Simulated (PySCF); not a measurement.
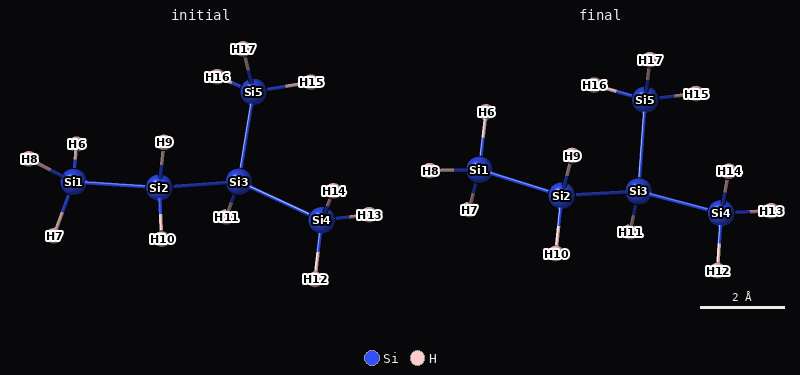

The structure of Si$_{5}$H$_{12}$ before (left) and after (right) a relaxation, at one scale.

The picture is a ball-and-stick view, seen at a tilt.

The start comes from GFN2-xTB. Its atoms were then displaced at random by about 0.01 Å.

All numbers below come from PBE0-D3(BJ)/def2-SVP geometry optimisation, gas phase in PySCF 2.14.0, density-fitted response routines. 

What changed between the two?

Answer. After 12 geometry steps the energy has fallen by 32.6 kJ/mol. H7 moves most after the best rigid fit: 1.01 Å. By element the largest moves are H 1.01 Å, Si 0.33 Å. Near-neighbour distances that change, for instance: Si1–Si2 2.286 → 2.345 Å, Si4–H13 1.439 → 1.496 Å, Si1–H8 1.450 → 1.496 Å, Si1–H7 1.458 → 1.495 Å. Among the angles between lasting bonds that change: Si1–Si2–Si3 117.5° → 110.0°, H9–Si2–H10 102.5° → 108.6°, Si2–Si3–Si4 114.5° → 109.6°. Groups turn about Si1–Si2 by about 25°, Si3–Si5 by about 20°.
